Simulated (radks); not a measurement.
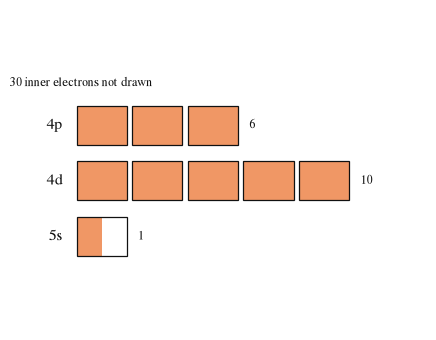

Fig. 1: The outer shells as the input fills them: a box for each of the 2l + 1 orbitals, shaded by the share of the shell that is filled, with the electron count at the right.

# Atomic calculation, with input and output: Cd⁺

- system: the Cd⁺ ion in the configuration [Kr] 4d10 5s1 (high spin).
- method: scalar-relativistic Kohn-Sham, HCTH/407, spin-polarised, spherical densities, finite nucleus (the in-house radial solver radks)

The program's output:
```
1s      1   1.0000        -974.76599535
2s      1   1.0000        -145.20505547
2p      1   3.0000        -130.41716771
3s      1   1.0000         -27.37168313
3p      1   3.0000         -22.51140449
3d      1   5.0000         -14.89714462
4s      1   1.0000          -4.24227353
4p      1   3.0000          -2.81323947
4d      1   5.0000          -0.77728848
5s      1   1.0000          -0.49180161
1s      2   1.0000        -974.76478626
2s      2   1.0000        -145.20473563
2p      2   3.0000        -130.41673760
3s      2   1.0000         -27.37082814
3p      2   3.0000         -22.51051996
3d      2   5.0000         -14.89640642
4s      2   1.0000          -4.24146779
4p      2   3.0000          -2.81181428
4d      2   5.0000          -0.76830468
5s      2   0.0000          -0.49648551
Etot -5597.792306403214
Ekin 5823.957604330035
Encl -13518.574301314427
Eh 2254.737586738057
Exc -157.91319615687834
err 3.805407774354631e-09
it 31
```

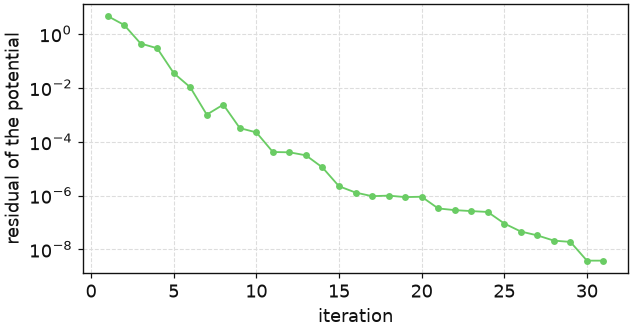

Fig. 2: Convergence: residual of the potential against the iteration. The residual comes down, with one marked jump up, by a factor of about 2, at step 8. It goes from 4.7 to 3.8×10⁻⁹ in 31 steps.

Orbitals:

| orbital | occupation | energy (eV) | ⟨r⟩ (bohr) | outer maximum (bohr) |
| --- | --- | --- | --- | --- |
| 1s up | 1 | −26524.7 | 0.03041 | 0.0197 |
| 1s down | 1 | −26524.7 | 0.03041 | 0.0197 |
| 2s up | 1 | −3951.2 | 0.1317 | 0.111 |
| 2s down | 1 | −3951.2 | 0.1317 | 0.111 |
| 2p up | 3 | −3548.8 | 0.1148 | 0.0890 |
| 2p down | 3 | −3548.8 | 0.1148 | 0.0890 |
| 3s up | 1 | −744.821 | 0.3581 | 0.324 |
| 3s down | 1 | −744.798 | 0.3581 | 0.324 |
| 3p up | 3 | −612.567 | 0.3566 | 0.317 |
| 3p down | 3 | −612.542 | 0.3566 | 0.317 |
| 3d up | 5 | −405.372 | 0.3339 | 0.265 |
| 3d down | 5 | −405.352 | 0.3339 | 0.265 |
| 4s up | 1 | −115.438 | 0.8787 | 0.795 |
| 4s down | 1 | −115.416 | 0.8784 | 0.795 |
| 4p up | 3 | −76.552 | 0.9588 | 0.845 |
| 4p down | 3 | −76.513 | 0.9575 | 0.845 |
| 4d up | 5 | −21.151 | 1.266 | 0.977 |
| 4d down | 5 | −20.907 | 1.261 | 0.976 |
| 5s up | 1 | −13.383 | 2.607 | 2.23 |

Slater integrals of the outer shells (hartree):

```tsv
integral	value
F0(5s,5s)	0.3462
F0(5s,4d)	0.4239
G2(5s,4d)	0.0670
F0(5s,4p)	0.4379
G1(5s,4p)	0.0259
F0(5s,4s)	0.4412
G0(5s,4s)	0.0170
F0(4d,4d)	0.7196
F2(4d,4d)	0.3549
F4(4d,4d)	0.2311
F0(4d,4p)	0.8097
F2(4d,4p)	0.3971
G1(4d,4p)	0.4998
G3(4d,4p)	0.3051
```

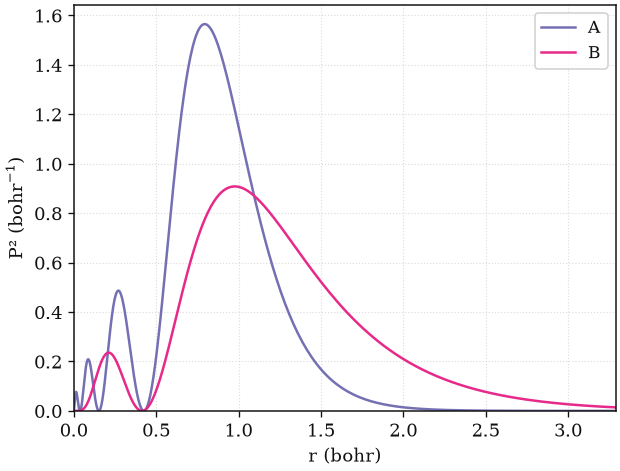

Fig. 3: The radial probability densities P² of 4s up and 4d up. A is 4s up; B is 4d up. 4s up: outer maximum at 0.795 bohr, ⟨r⟩ = 0.879 bohr, 3 nodes, eigenvalue −115.4 eV; 4d up: outer maximum at 0.977 bohr, ⟨r⟩ = 1.27 bohr, 1 node, eigenvalue −21.2 eV.

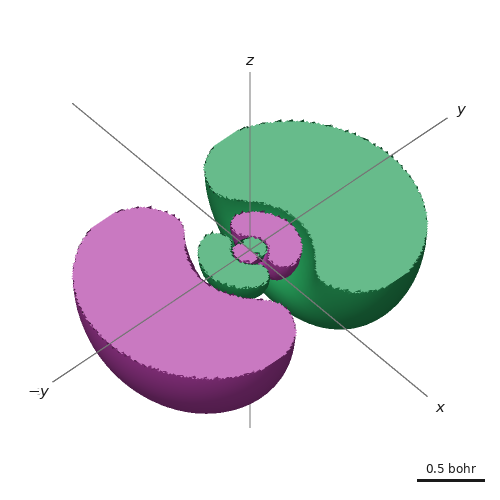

Fig. 4: One occupied orbital of up spin is shown. The surface of constant |ψ| that holds about 80 % of the electron is drawn, green where ψ is positive and pink where it is negative, with the half in front of the xy plane cut away and the cut face painted. The radial function comes from the spherical calculation and is multiplied by a real spherical harmonic; the overall sign is chosen so that the largest lobe of P(r) is positive; at the scalar-relativistic level it is the large component. It is 4p(y) of up spin. It has the nodal plane xz and 2 radial nodes, at r = 0.136 and 0.430 bohr. The outermost maximum of P² lies at 0.845 bohr, ⟨r⟩ = 0.959 bohr, 90 % of the charge lies within 1.42 bohr, and the eigenvalue is −76.6 eV, with 3 electrons in the shell for this spin.

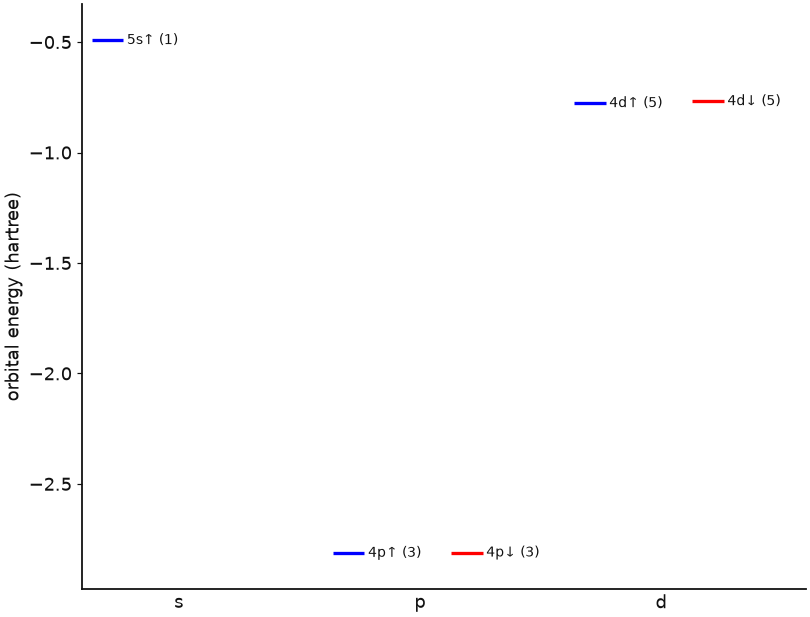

Fig. 5: The outer levels are drawn by angular momentum (occupations in brackets, up spins at the left of each column and down spins at the right). The highest occupied level is 5s up at −0.492 hartree. From the top down the occupied levels run 5s up (−0.492 hartree), 4d down (−0.768 hartree), 4d up (−0.777 hartree), 4p down (−2.81 hartree), 4p up (−2.81 hartree). The largest exchange splitting (down less up) among the shells drawn in both spins is that of 4d, 0.00898 hartree. The measured ionisation energy (NIST) is 16.9 eV; minus the highest level, 13.4 eV, lies 21 % below it, as is usual for a semilocal functional, whose potential decays too fast.

Input file:
```
Z 48
configuration [Kr] 4d10 5s1
relativity scalar-relativistic
functional hcth_407
spin polarised
nucleus finite rms 4.6087 fm
c 137.035999084
```

Energies in input and log are in hartree, lengths in bohr (the nuclear radius in fm).

The run was one of a batch that the task file lists, launched with:
```bash
python <driver script> task.json out
```

Results in brief:

- outcome: converged
- total energy: −5597.7923 hartree
- kinetic energy: 5823.9576 hartree
- electron–nucleus energy: −13518.5743 hartree
- Hartree energy: 2254.7376 hartree
- exchange–correlation energy: −157.913196 hartree
- radius at density 0.001 e/bohr³: 3.84 bohr
- SCF iterations: 31
- hardware: 1 CPU thread, shared host
